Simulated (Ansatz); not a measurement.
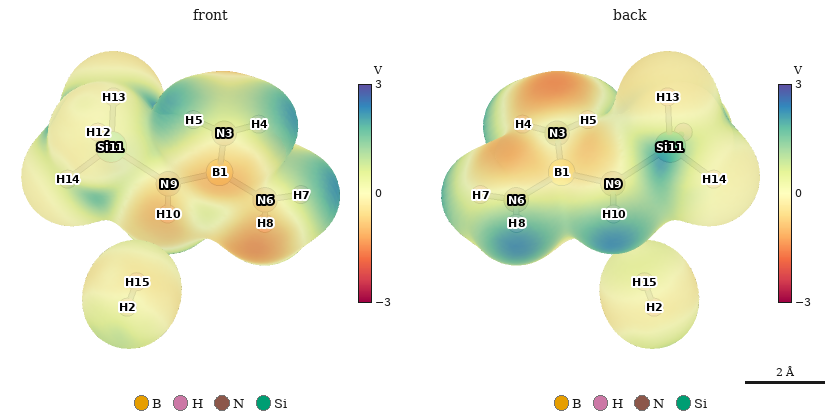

BH8N3Si···H2. The electrostatic potential painted on the density surface at 0.004 e/bohr³, seen from the front and from behind; red is negative and blue positive.

Computed with RHF/def2-SVP in Ansatz.

The calculation's input:

```
crystal:
  periodic: [false, false, false]
  atoms:
    - { symbol: B, position_ang: [-0.021166, 0.634208, -0.30115] }
    - { symbol: H, position_ang: [-0.384205, -0.673614, 1.685768] }
    - { symbol: "N", position_ang: [1.226757, 0.031085, -0.608467] }
    - { symbol: H, position_ang: [1.301108, -0.771147, -1.19665] }
    - { symbol: H, position_ang: [2.071961, 0.242253, -0.123446] }
    - { symbol: "N", position_ang: [-1.225461, 0.163106, -0.888665] }
    - { symbol: H, position_ang: [-1.266764, -0.64075, -1.47772] }
    - { symbol: H, position_ang: [-2.114024, 0.586928, -0.732973] }
    - { symbol: "N", position_ang: [-0.075111, 1.825866, 0.613205] }
    - { symbol: H, position_ang: [-1.003778, 2.165608, 0.780544] }
    - { symbol: Si, position_ang: [1.197292, 2.878094, 1.116715] }
    - { symbol: H, position_ang: [2.41074, 2.085407, 1.434983] }
    - { symbol: H, position_ang: [1.596528, 3.896182, 0.109557] }
    - { symbol: H, position_ang: [0.762399, 3.610858, 2.332577] }
    - { symbol: H, position_ang: [-0.331276, -0.008884, 1.932221] }
basis:
  gaussian: { orbitals: def2-SVP }
hamiltonian:
  xc: hf
relax:
  f_tol: 0.03
  max_steps: 50
output:
  orbitals: {}
```

Launched as:

```sh
ansatz run input.yaml --threads 2 --pin off --max-ram 3072MiB --backend cpu --events-out ev --progress --plain --runs-dir out
```

The fields are those of the run's last geometry, not of the input's.

Describe the electrostatic potential map.

Answer. The most negative region (about −1.4 V) lies over N3, the most positive (about +2.2 V) over H7, H8, H10 and Si11. N3 is the likeliest acceptor of a hydrogen bond.
